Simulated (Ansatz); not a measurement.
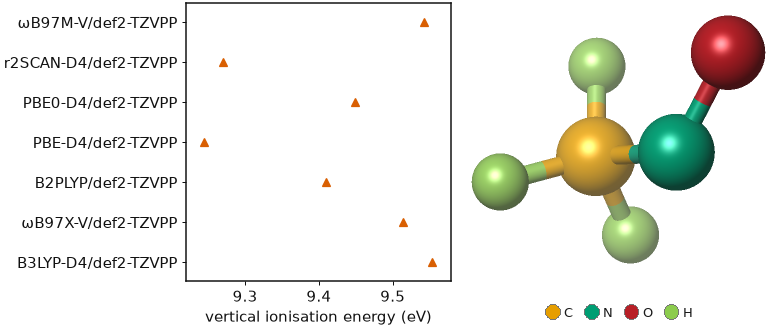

Vertical ionisation energy of CH₃NO, SMILES CN=O, taken as the energy of the cation less that of the neutral at fixed geometry (unrestricted doublet cation, cores frozen in correlated methods, no spin-orbit coupling), the Ansatz code 0.2.0, at a PBE0-D4/def2-TZVP geometry (a minimum by its frequencies).

### What range do the values span?

From 9.24 eV (PBE-D4/def2-TZVPP) to 9.55 eV (B3LYP-D4/def2-TZVPP).

### Give the values.

| level | eV |
| --- | --- |
| ωB97M-V/def2-TZVPP | 9.54 |
| r2SCAN-D4/def2-TZVPP | 9.27 |
| PBE0-D4/def2-TZVPP | 9.45 |
| PBE-D4/def2-TZVPP | 9.24 |
| B2PLYP/def2-TZVPP | 9.41 |
| ωB97X-V/def2-TZVPP | 9.51 |
| B3LYP-D4/def2-TZVPP | 9.55 |
